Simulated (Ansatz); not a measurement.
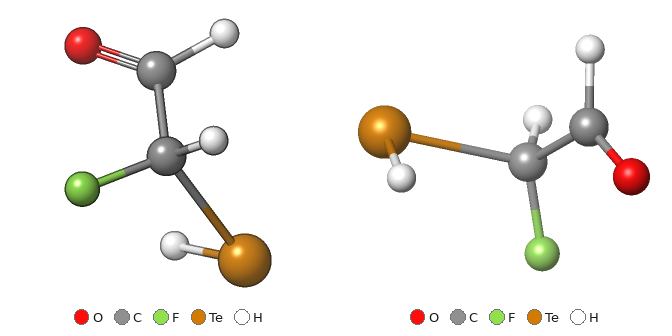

The same structure drawn twice, from different directions.

Give the formula.

Answer. C2H3FOTe, 8 atoms: 2 carbon, 3 hydrogen, 1 fluorine, 1 oxygen and 1 tellurium.

Name some functional groups or characteristic bonds that it holds.

Answer. Among them: aldehyde, C–F bond.

Write the SMILES.

Answer. O=C[C@@H](F)[TeH]

How many bonds of each kind are drawn?

Answer. 2 C–H, 1 C–O, 1 C–C, 1 C–F, 1 C–Te, 1 Te–H.

The parts below concern this one geometry. Atoms keep their numbers from picture to picture. The geometry was computed by an optimisation with PBE0-D4/def2-TZVP.

## Symmetry

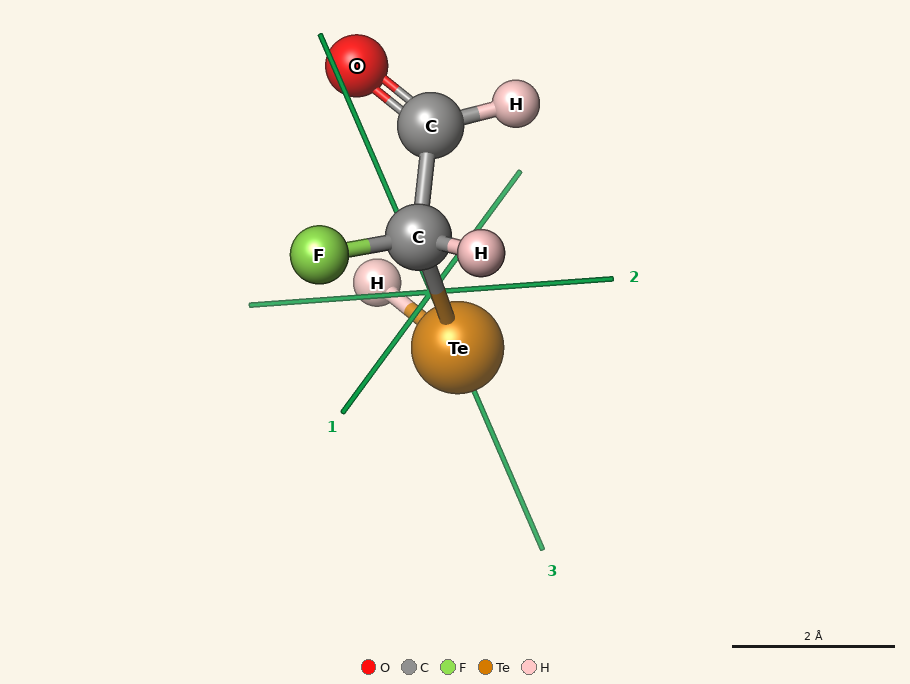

The three principal axes of inertia are drawn and numbered. Distant atoms are faded towards the background colour. Masses are those of the most abundant isotopes; constants are for the rigid equilibrium geometry.

Which line is the a axis (least moment of inertia), which b and which c?

Answer. a is line 3, b is line 1, c is line 2; the moments are 86.7, 357, 413 u Å².

What kind of rotor is it, and what are its rotational constants in GHz?

Answer. An asymmetric top (C1): A = 5.83, B = 1.41, C = 1.22 GHz. Ray's parameter κ is −0.92, close to the prolate limit.

## Charges

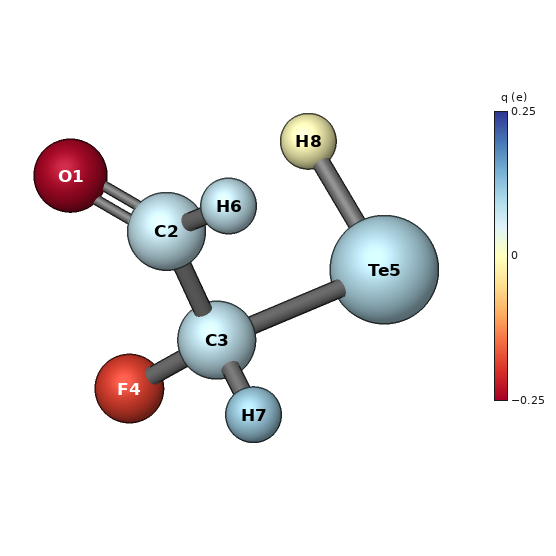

Atoms are coloured by their Mulliken charges. Method: RKS B3LYP-D4/def2-TZVPP, core potentials on Te (Ansatz 0.2.0).

Give the Mulliken charges atom by atom.

| atom | value (e) |
| --- | --- |
| O1 | −0.24 |
| C2 | 0.08 |
| C3 | 0.08 |
| F4 | −0.19 |
| Te5 | 0.09 |
| H6 | 0.08 |
| H7 | 0.11 |
| H8 | −0.01 |

## Vibrations

Harmonic vibrations computed with RKS PBE0-D4/def2-TZVP, core potentials on Te (Ansatz 0.2.0) at a stationary point of the same level.

How many vibrational modes are there, and where do they lie?

Answer. 18 modes: 100, 196, 252, 267, 288, 508, 669, 784, 893, 984, 1122, 1193, 1350, 1398, 1838, 2160, 2928, 3071 cm⁻¹.

## Levels of theory compared

Program: Ansatz 0.2.0.

At this fixed geometry, give HOMO energy (eV) at these levels: B97M-V/def2-TZVPP; BHLYP-D4/def2-TZVPP; CAM-B3LYP-D4/def2-TZVPP; PBE0-D4/def2-QZVPP; PBE0-D4/def2-SVP; r2SCAN-D4/def2-TZVPP; r2SCAN0-D4/def2-TZVPP; r2SCANh-D4/def2-TZVPP; ωB97M-V/def2-SVP.

```csv
level,HOMO energy (eV)
B97M-V/def2-TZVPP,−6.19
BHLYP-D4/def2-TZVPP,−7.93
CAM-B3LYP-D4/def2-TZVPP,−8.26
PBE0-D4/def2-QZVPP,−7.04
PBE0-D4/def2-SVP,−6.89
r2SCAN-D4/def2-TZVPP,−6.20
r2SCAN0-D4/def2-TZVPP,−7.18
r2SCANh-D4/def2-TZVPP,−6.59
ωB97M-V/def2-SVP,−8.97
```

Mulliken values depend strongly on the basis set and can even reverse the polarity of a bond.
